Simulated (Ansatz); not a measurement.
**[SiPH4]− (SMILES [SiH2-]P) at 6 levels**

Wanted: a comparison of 6 runs (BHLYP/STO-3G, BLYP/STO-3G, PBE/STO-3G, wB97M-V/STO-3G, wB97X/STO-3G, FCI/STO-3G) of [SiPH4]−. 

The results are computed with Ansatz 0.2.0.

### Step 1. The structure to begin with

The species is [SiPH4]− (6 atoms), meant as a singlet with charge -1. SMILES: `[SiH2-]P`. The H5–P2 distance was set to 1.719 Å, away from the relaxed value.

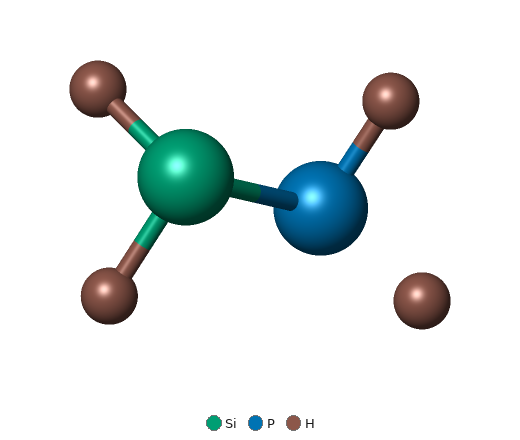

The structure, seen from a chosen angle (silicon teal, phosphorus blue, hydrogen brown).

### Step 2. The energy at BHLYP/STO-3G (run 1)

File molecule.yaml:

```yaml
crystal:
  periodic: [false, false, false]
  atoms:
    - {symbol: Si, position_ang: [0.166986, -1.143369, 0.125493]}
    - {symbol: P, position_ang: [-0.545894, 0.947861, 0.390713]}
    - {symbol: H, position_ang: [-0.577754, -1.724109, 1.294973]}
    - {symbol: H, position_ang: [-0.832744, -1.531629, -0.927747]}
    - {symbol: H, position_ang: [0.407400, 1.565440, -0.899820]}
    - {symbol: H, position_ang: [0.428686, 1.268211, 1.306953]}
basis:
  gaussian:
    orbitals: STO-3G
total_charge: -1
hamiltonian:
  xc: {name: BHLYP}
accuracy: high
```

Command:

```sh
ansatz run molecule.yaml --threads 1 --pin off --max-ram 2610MiB --events-out events.jsonl --progress --plain --runs-dir runs
```

The program printed:

```text
Warning: RAYON_NUM_THREADS=1 ignored (pool sized by the plan → 1); use --threads N
Functional definition: BHLYP
  name "BHLYP"
  parameter a = 0.5
  exchange = (1 - a)*b88_x + a*exact_x
  correlation = lyp_c
393 factors; integrals over basis functions are off by at most 7.6e-9 eV
mean field evaluation 1: about -17028.1549 eV, gradient 1.3e1 eV
mean field evaluation 2: about -17028.7531 eV, gradient 7.3e0 eV
mean field evaluation 4: about -17028.9892 eV, gradient 1.2e-1 eV
mean field evaluation 8: about -17028.9808 eV, gradient 6.4e-4 eV
mean field evaluation 16: about -17028.9808 eV, gradient 3.3e-8 eV
mean field -17028.98077879 eV, -625.8035009629 hartree, gradient 3.3e-8 eV, S^2 0.000000; 0 other end points of the search recorded, 0 dependent functions left out
reference -17028.98079879 eV, -625.8035016978 hartree; 17, 17 occupied and 5, 5 virtual orbitals, 393 factors
Total energy: -17028.98079879 eV, -625.8035016978 hartree
```

Run time: 0.85 s. Hardware: 1 thread of AMD EPYC 9R14 (Zen 4), shared host; peak memory 0.12 GiB.

### Step 3. The energy at BLYP/STO-3G (run 2)

File run.yaml:

```yaml
crystal:
  periodic: [false, false, false]
  atoms:
    - {symbol: Si, position_ang: [0.166986, -1.143369, 0.125493]}
    - {symbol: P, position_ang: [-0.545894, 0.947861, 0.390713]}
    - {symbol: H, position_ang: [-0.577754, -1.724109, 1.294973]}
    - {symbol: H, position_ang: [-0.832744, -1.531629, -0.927747]}
    - {symbol: H, position_ang: [0.407400, 1.565440, -0.899820]}
    - {symbol: H, position_ang: [0.428686, 1.268211, 1.306953]}
basis:
  gaussian: {orbitals: STO-3G}
total_charge: -1
hamiltonian: {xc: {name: BLYP}}
accuracy: high
```

Command:

```sh
ansatz run run.yaml --threads 1 --pin off --max-ram 2610MiB --events-out events.jsonl --progress --plain --runs-dir runs
```

The program printed:

```text
Warning: RAYON_NUM_THREADS=1 ignored (pool sized by the plan → 1); use --threads N
Functional definition: BLYP
  name "BLYP"
  parameter beta = 0.0042
  parameter a = 0.04918
  parameter b = 0.132
  parameter c = 0.2533
  parameter d = 0.349
  exchange = b88_x(beta = beta)
  correlation = lyp_c(a = a, b = b, c = c, d = d)
393 factors; integrals over basis functions are off by at most 7.6e-9 eV
mean field evaluation 1: about -17024.6503 eV, gradient 2.3e1 eV
mean field evaluation 2: about -17022.4408 eV, gradient 3.1e1 eV
mean field evaluation 4: about -17026.9617 eV, gradient 7.9e-1 eV
mean field evaluation 8: about -17026.9107 eV, gradient 2.7e-2 eV
mean field evaluation 16: about -17026.9107 eV, gradient 7.6e-8 eV
mean field -17026.91069087 eV, -625.7274266348 hartree, gradient 7.5e-8 eV, S^2 0.000000; 0 other end points of the search recorded, 0 dependent functions left out
reference -17026.91073057 eV, -625.7274280937 hartree; 17, 17 occupied and 5, 5 virtual orbitals, 393 factors
Total energy: -17026.91073057 eV, -625.7274280937 hartree
```

It took 0.86 s on 1 thread of AMD EPYC 9R14 (Zen 4), shared host; peak memory 0.12 GiB.

Run 3 isn't shown in full; the table further down has it.

### Step 4. The energy at wB97M-V/STO-3G (run 4)

File in.yaml:

```yaml
crystal:
  periodic: [false, false, false]
  atoms:
    - {symbol: Si, position_ang: [0.166986, -1.143369, 0.125493]}
    - {symbol: P, position_ang: [-0.545894, 0.947861, 0.390713]}
    - {symbol: H, position_ang: [-0.577754, -1.724109, 1.294973]}
    - {symbol: H, position_ang: [-0.832744, -1.531629, -0.927747]}
    - {symbol: H, position_ang: [0.407400, 1.565440, -0.899820]}
    - {symbol: H, position_ang: [0.428686, 1.268211, 1.306953]}
basis:
  gaussian: {orbitals: STO-3G}
magnetization: {spin_polarized: false, initial_magnetization: 0}
accuracy: high
hamiltonian: {xc: {name: wB97M-V}}
total_charge: -1
```

Command:

```sh
ansatz run in.yaml --threads 1 --pin off --max-ram 2610MiB --events-out events.jsonl --progress --plain --runs-dir runs
```

The program printed, shortened:

```text
Warning: RAYON_NUM_THREADS=1 ignored (pool sized by the plan → 1); use --threads N
Functional definition: wB97M-V
  name "wB97M-V"
[...]
  gx(w, u) = 1 - cx + cx01*u + cx10*w
  gss(w, u) = css00 + css04*u^4 + css10*w + css20*w^2 + css43*w^4*u^3
  gos(w, u) = cos00 + cos10*w + (cos20 + cos21*u)*w^2 + (cos60 + cos61*u)*w^6
[...]
      + integral(e_c_pw_mod_opposite_spin*gos(b97_w_opposite, b97_u_opposite)) + vv10(b, c)
393 factors; integrals over basis functions are off by at most 7.6e-9 eV
164 factors; integrals over basis functions are off by at most 1.2e-9 eV
[...]
mean field -17030.18958919 eV, -625.8479239256 hartree, gradient 4.0e-8 eV, S^2 0.000000; 0 other end points of the search recorded, 0 dependent functions left out
reference -17030.18959194 eV, -625.8479240266 hartree; 17, 17 occupied and 5, 5 virtual orbitals, 393 factors
Total energy: -17030.18959194 eV, -625.8479240266 hartree
```

Wall time 9.9 s (1 thread of AMD EPYC 9R14 (Zen 4), shared host); peak memory 0.32 GiB.

Run 5 isn't shown in full; the table further down has it.

### Step 5. The energy at FCI/STO-3G (run 6)

run.yaml: that of step 3 with these lines changed.

```diff
@@ -10,5 +10,8 @@
 basis:
-  gaussian: {orbitals: STO-3G}
+  gaussian:
+    orbitals: STO-3G
 total_charge: -1
-hamiltonian: {xc: {name: BLYP}}
+correlation:
+  method: fci
+  frozen_orbitals: {H: 0, P: 5, Si: 5}
 accuracy: high
```

Command:

```sh
ansatz run run.yaml --threads 1 --pin off --max-ram 2610MiB --events-out events.jsonl --progress --plain --runs-dir runs
```

The program printed:

```text
Warning: RAYON_NUM_THREADS=1 ignored (pool sized by the plan → 1); use --threads N
Functional definition: HF
  name "HF"
  exchange = exact_x
  correlation = 0
393 factors; integrals over basis functions are off by at most 7.6e-9 eV
mean field evaluation 1: about -16995.4661 eV, gradient 8.9e0 eV
mean field evaluation 2: about -16995.5105 eV, gradient 8.9e0 eV
mean field evaluation 4: about -16996.0131 eV, gradient 6.6e-1 eV
mean field evaluation 8: about -16996.0166 eV, gradient 3.9e-7 eV
mean field -16996.01661626 eV, -624.5920903336 hartree, gradient 3.1e-8 eV, S^2 0.000000; 0 other end points of the search recorded, 0 dependent functions left out
10 core orbitals not correlated: weight in the atoms' cores, before any rotation towards them, 1.000 or more for the frozen orbitals, at most 0.000 for the correlated occupied ones
reference -16996.01661626 eV, -624.5920903336 hartree; 7, 7 occupied and 5, 5 virtual orbitals, 393 factors
state -16998.97522092 eV, -624.7008170496 hartree
Total energy: -16998.97522092 eV, -624.7008170496 hartree
```

It took 1.6 s on 1 thread of AMD EPYC 9R14 (Zen 4), shared host; peak memory 0.13 GiB.

### Step 6. Overview of the runs

```tsv
run	level	frozen core orbitals	energy (Eh)	wall time
1	BHLYP/STO-3G	–	-625.803502	0.85 s
2	BLYP/STO-3G	–	-625.727428	0.86 s
3	PBE/STO-3G	–	-625.466158	0.82 s
4	wB97M-V/STO-3G	–	-625.847924	9.9 s
5	wB97X/STO-3G	–	-625.791567	3.9 s
6	FCI/STO-3G	10	-624.700817	1.6 s
```

### Step 7. Summary of results

| quantity | value |
| --- | --- |
| run 6: total energy | -624.70082 Eh |
| run 6: correlation energy (10 core orbitals frozen) | -108.7 mEh |

**Reading.** Totals of different functionals can't be ranked against each other. In runs 1, 2, 3, 4, 5, 6 the basis is minimal, so the values are rough. All runs together took 18 s, the longest 9.9 s.
